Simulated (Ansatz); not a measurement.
GeH4: several calculations on one system

### Relaxation

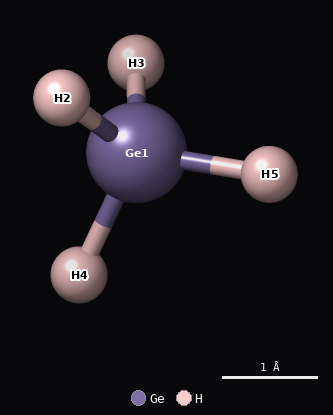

Starting structure of GeH₄. Style: ball-and-stick. Shown from a free direction.

All numbers below come from Ansatz 0.2.0, RKS PBE0-D4/def2-TZVP.

The input:
```yaml
crystal:
  periodic: [false, false, false]
  atoms:
    - {symbol: Ge, position_ang: [0.000940, 0.001100, -0.000500]}
    - {symbol: H, position_ang: [1.108640, -0.732040, 0.657860]}
    - {symbol: H, position_ang: [-1.196370, -0.029480, 0.873190]}
    - {symbol: H, position_ang: [-0.318470, -0.647540, -1.294790]}
    - {symbol: H, position_ang: [0.405270, 1.407960, -0.235770]}
basis:
  gaussian: {orbitals: def2-TZVP}
hamiltonian: {xc: pbe0, dispersion: d4}
relax: {f_tol: 0.005, max_steps: 200}
```

Predict the outcome.

Answer. Over 2 geometry steps the energy falls by 2.33 kcal/mol. Largest force component: 0.96 eV/Å at the start, 0.0043 eV/Å at the end. The largest moves after the best rigid fit, 0.053 Å, are those of H3 and H4. By element the largest moves are H 0.053 Å, Ge 0.001 Å. Among the contacts that change: Ge1–H2 1.483 → 1.534 Å. The run took of the order of 4 core-seconds on a shared host.

History of the run:

```json
{"step": "0", "E − E(0), kcal/mol": "0.00", "largest force component, eV/Å": "0.9556"}
{"step": "1", "E − E(0), kcal/mol": "-2.23", "largest force component, eV/Å": "0.1873"}
{"step": "2", "E − E(0), kcal/mol": "-2.33", "largest force component, eV/Å": "0.0043"}
```

Final geometry:

```xyz
5

Ge    0.0001    0.0001    0.0000
H     1.1481   -0.7563    0.6806
H    -1.2388   -0.0300    0.9042
H    -0.3292   -0.6691   -1.3406
H     0.4198    1.4554   -0.2441
```

After the run, drawn alike:

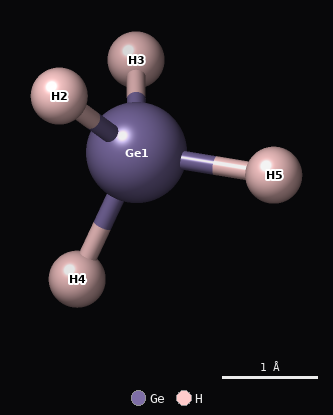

### Scan

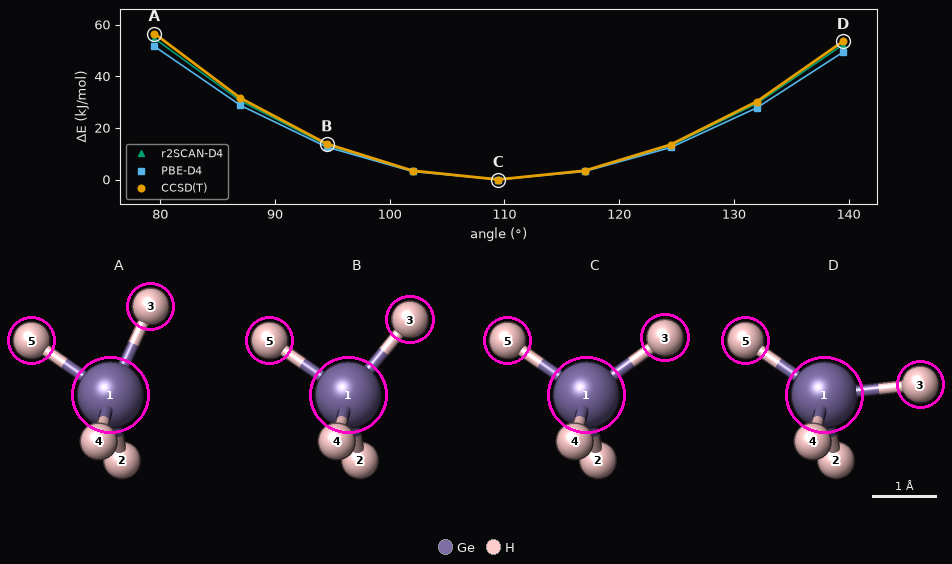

A scan of GeH4: the H3–Ge1–H5 angle is varied, with the rest of the molecule carried along rigidly. The lettered frames are marked on the plot, at the values of CCSD(T). The picture is a ball-and-stick view, seen onto the plane of the angle. The ringed atoms are those of the scanned coordinate.

Computed with Ansatz: CCSD(T), PBE-D4, r2SCAN-D4, basis def2-TZVPP, on geometries moved rigidly from the minimum at PBE0-D4/def2-TZVP. Coupled cluster with a frozen core. Energies are counted from the PBE0-D4/def2-TZVP minimum geometry at the same level.

> Read off the main features of the energy profile.

With CCSD(T): the lowest computed point lies at the angle 109.5° (0.0 kJ/mol). The end points stand at 56.5 kJ/mol (79.5°) and 53.5 kJ/mol (139.5°). The curvature at the lowest point is about 4.1 eV/rad². At 79.5° the levels give PBE-D4 51.6 kJ/mol, r2SCAN-D4 54.7 kJ/mol, CCSD(T) 56.5 kJ/mol. Closest to CCSD(T) there is r2SCAN-D4.

### Scan

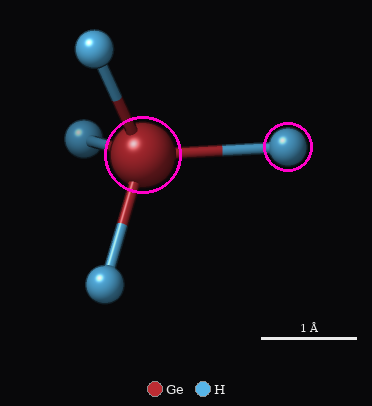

Energy scan for GeH4, in which the Ge1–H5 distance is varied, with the rest of the molecule carried along rigidly. The picture shows the minimum geometry. The ringed atoms are those of the scanned coordinate. The picture is a ball-and-stick view, seen at a tilt.

Level of theory: r2SCAN-D4 (def2-TZVPP, Ansatz), on geometries moved rigidly from the minimum at PBE0-D4/def2-TZVP. Energies are counted from the PBE0-D4/def2-TZVP minimum geometry at the same level.

```xyz
5

Ge    0.0001    0.0001    0.0000
H     1.1481   -0.7563    0.6806
H    -1.2388   -0.0300    0.9042
H    -0.3292   -0.6691   -1.3406
H     0.4198    1.4554   -0.2441
```

Give the energy at each point (the distance: 1.350, 1.404, 1.482, 1.534, 1.573, 1.674, 1.783, 1.899, 2.021, 2.148 Å).

Answer.
| distance (Å) | ΔE (kJ/mol) |
| --- | --- |
| 1.350 | 34.7 |
| 1.404 | 15.5 |
| 1.482 | 1.9 |
| 1.534 | 0.0 |
| 1.573 | 1.5 |
| 1.674 | 14.1 |
| 1.783 | 37.6 |
| 1.899 | 69.0 |
| 2.021 | 105.4 |
| 2.148 | 144.4 |

Of the computed points the lowest is at the distance 1.534 Å, 0.0 kJ/mol. The end points stand at 34.7 kJ/mol (1.350 Å) and 144.4 kJ/mol (2.148 Å). The curvature at the lowest point is about 17 eV/Å² (2.8 mdyn/Å). The well is steeper on the short side, as for any bond.
